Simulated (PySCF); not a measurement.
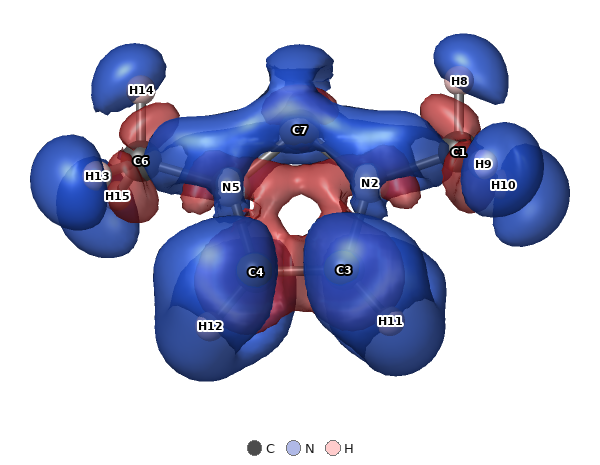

C₅H₈N₂, SMILES `CN1C=CN(C)[C]1`. Fukui function f⁺ = ρ(N+1) − ρ(N) at fixed geometry, surfaces at ±0.01 e/Å³ (blue positive, red negative).

Level of theory: B3LYP/cc-pVDZ (PySCF), at a geometry from GFN2-xTB. No frequency check shows the geometry to be a minimum.

Input script:

```python
import numpy as np
from pyscf import gto, scf, dft
from pyscf.scf import atom_ks, atom_hf
from scipy.linalg import block_diag

def solve(mol, dm0=None, hcore=None):
    mf = (dft.UKS if mol.spin else dft.RKS)(mol, xc='b3lyp')
    mf.grids.level = 3
    mf = mf.density_fit(auxbasis='def2-universal-jkfit')
    mf.conv_tol, mf.max_cycle = 1e-8, 80
    if hcore is not None:
        mf.get_hcore = lambda *args: hcore
    mf.kernel(dm0)
    if not mf.converged:
        mf = mf.newton().run(mf.mo_coeff, mf.mo_occ, max_cycle=30)
    assert mf.converged, 'SCF not converged'
    return mf

mol = gto.M(atom='''
C     -2.42893     0.56042     0.00076
N     -1.06375     0.12350    -0.00071
C     -0.67620    -1.19384    -0.00042
C      0.67618    -1.19385     0.00043
N      1.06373     0.12349     0.00069
C      2.42892     0.56041    -0.00079
C      0.00006     0.96568     0.00006
H     -2.43637     1.64864    -0.00362
H     -2.95358     0.19688    -0.88684
H     -2.95301     0.19691     0.88870
H     -1.37812    -2.00329    -0.00046
H      1.37809    -2.00330     0.00049
H      2.95300     0.19686    -0.88873
H      2.43636     1.64862     0.00356
H      2.95357     0.19688     0.88682
''', basis='cc-pvdz', charge=0, spin=0, verbose=4)
mf = solve(mol)
out = dict(e0=mf.e_tot, dm0=mf.make_rdm1(), c=mf.mo_coeff, occ=mf.mo_occ, eps=mf.mo_energy)
for name, dq, spin in [('cation', 1, 1), ('anion', -1, 1)]:
    ion = mol.copy().set(charge=mol.charge + dq, spin=spin).build()
    mi = solve(ion)
    if spin and dq > 0 and mol.nao < 130:
        c, _, stable, _ = mi.stability(return_status=True)
        if not stable:
            mi = solve(ion, mi.make_rdm1(c, mi.mo_occ))
    print(name, 'vertical energy change / eV', (mi.e_tot - mf.e_tot) * 27.211386)
    out.update({'e_' + name: mi.e_tot, 'dm_' + name: mi.make_rdm1(), 's2_' + name: mi.spin_square()[0], 'eps_' + name: mi.mo_energy, 'occ_' + name: mi.mo_occ})
# spherically averaged free atoms, for the promolecule
atm = atom_ks.get_atm_nrks(mol, xc='b3lyp')
pro = block_diag(*[(atm[a[0]][2] * atm[a[0]][3]) @ atm[a[0]][2].T for a in mol._atom])
np.savez('result.npz', pro=pro, **out)
```

Command:

```sh
OMP_NUM_THREADS=1 python input.py
```

The run took 2.4 min on 1 thread of Arm Neoverse V2 (shared host), peak memory 0.69 GiB.

Partitions, critical points and surface values were worked out afterwards from this run's density.

> Which atoms respond most to the addition of an electron?

f⁺ (Hirshfeld-condensed) is largest on C3 and C4 (0.15 each); the vertical electron affinity is −2.94 eV (the stability of the anion's solution wasn't checked; negative, but this basis has no diffuse functions, so it doesn't show that the anion is unbound). Condensed values hint at sites of nucleophilic attack but needn't mark the atom that reacts. Orbital relaxation makes it negative in places (0.20 e in all).
